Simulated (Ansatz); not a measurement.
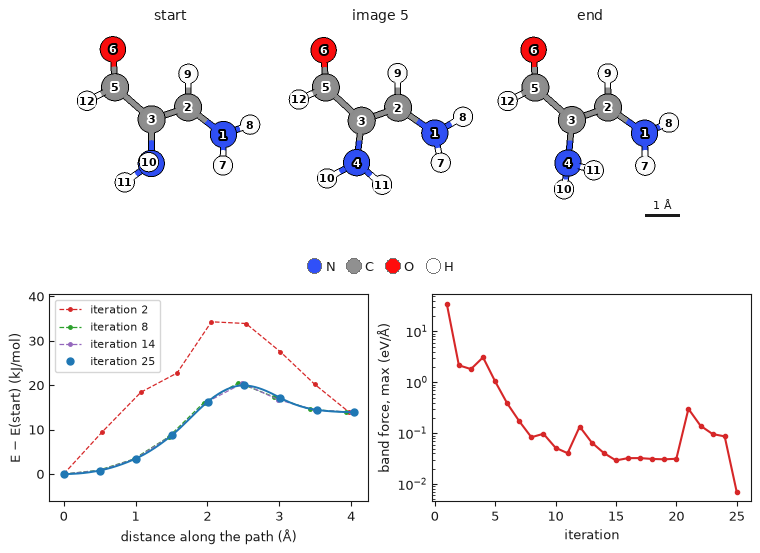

NEB run on C$_{3}$H$_{6}$N$_{2}$O. Images are numbered from 0 (start) to 8 (end). The plot follows the band through its iterations. The picture is a ball-and-stick view, seen at a tilt.

Theory: Ansatz, RKS B3LYP-D4/def2-SVP. Set-up: 7 movable images; climbing image; force threshold 0.03 eV/Å; iteration limit 60; starting path through a guess of the saddle point.

> Judge this run.

The result is final at these settings. The band converged in 25 iterations. The largest component of the band force went from 35 to 0.007 eV/Å. The climbing image converged on the top of the path. Its vibrational analysis gives one imaginary mode (266i cm⁻¹), as a transition state must have. The first iteration put the highest image at 593.5 kJ/mol. Forward barrier 20.0 kJ/mol, backward barrier 6.0 kJ/mol, with image 5 at the top; the reaction energy is +14.0 kJ/mol.

Cost: 8.5 min on 2 threads of Arm Neoverse V1, with other jobs on the host, peak memory 0.26 GiB.
